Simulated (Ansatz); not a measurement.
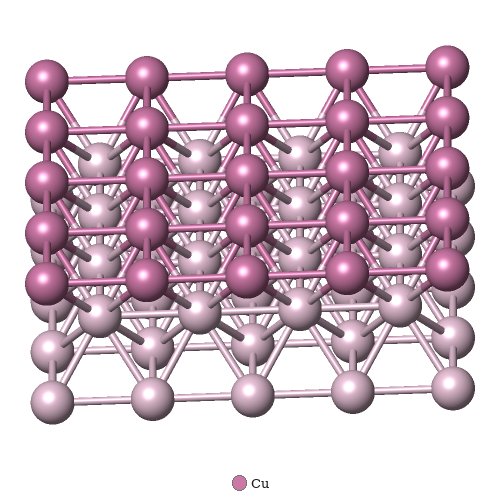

The system is Cl on a Cu(100) slab cut from the Fm-3m phase, its upper half relaxed before the scan (12 atoms of substrate and one adsorbate in a 2 × 2 cell); the picture shows it without the atoms that are moved over the map. 
- Cl is moved over the surface cell; relaxed at each place: the height of the adsorbate's atoms; substrate rigid; the origin of the map has the adsorbate above Cu9.
- Places are given modulo a cell vector. The map is drawn in real space over the plane of the surface.
- The grid has 6 × 6 points; 10 points were computed and 26 follow by symmetry.
- Places are given in fractions of the 1 × 1 surface cell.
- All energies are given in meV relative to the lowest grid point.
- These are results of Ansatz 0.2.0, DFT PBE, scalar-relativistic, plane waves, PAW, not measurements. Settings: cutoff 420 eV, k-mesh 5×5×1, gaussian smearing 0.1 eV, no spin polarisation.

Range: position of Cl13 along the first surface vector from 0.000 to 0.833; position of Cl13 along the second surface vector from 0.000 to 0.833.

What will the energy surface look like?

The lowest grid point is at a fourfold hollow over a second-layer Cu atom, (3/6, 3/6) of the cell vectors. The highest grid point, the top site over a surface Cu atom, (0/6, 0/6) of the cell vectors, lies 421 meV above the lowest. On the interpolated surface the easiest way out of the lowest well to its copy in the next cell or period passes a barrier of about 96.7 meV. At the lowest point the adsorbate has 4 Cu at 2.50 Å as nearest neighbours, at the highest 1 Cu at 2.16 Å. Its relaxed height above the top atom is 1.72 Å at the lowest and 2.16 Å at the highest point.

| second ↓, first → | 0/6 | 1/6 | 2/6 | 3/6 | 4/6 | 5/6 |
| --- | --- | --- | --- | --- | --- | --- |
| 5/6 | 376 | 336 | 206 | 85 | 206 | 336 |
| 4/6 | 232 | 206 | 120 | 42 | 120 | 206 |
| 3/6 | 97 | 85 | 42 | 0 | 42 | 85 |
| 2/6 | 232 | 206 | 120 | 42 | 120 | 206 |
| 1/6 | 376 | 336 | 206 | 85 | 206 | 336 |
| 0/6 | 421 | 376 | 232 | 97 | 232 | 376 |

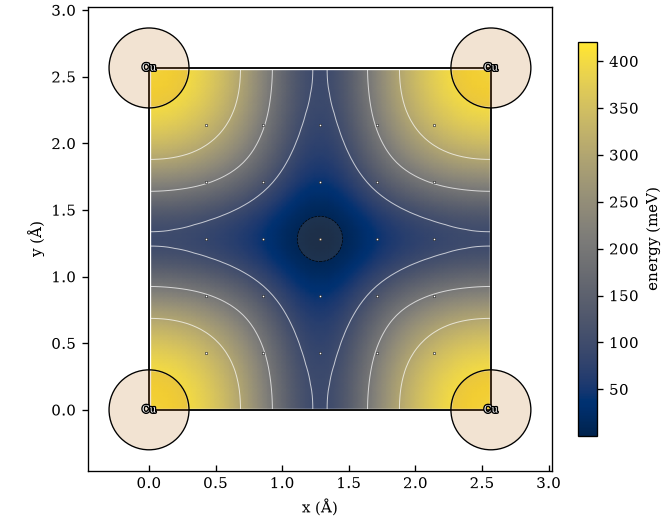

Drawn: a smooth colour map with a few white contour lines, dots at the grid points, labelled circles for the atoms of the top layer and small ones for the second layer, the outline of one cell of the plane. Between grid points the surface is interpolated.

Each point was launched as `ansatz run input.yaml --threads 8 --pin off --max-ram 22528MiB --backend cpu --events-out ev --progress --plain --runs-dir out`. The whole map (10 points run) took 11 min on 8 threads of Arm Neoverse N1 (shared host).

PAW datasets: the set soft_1.
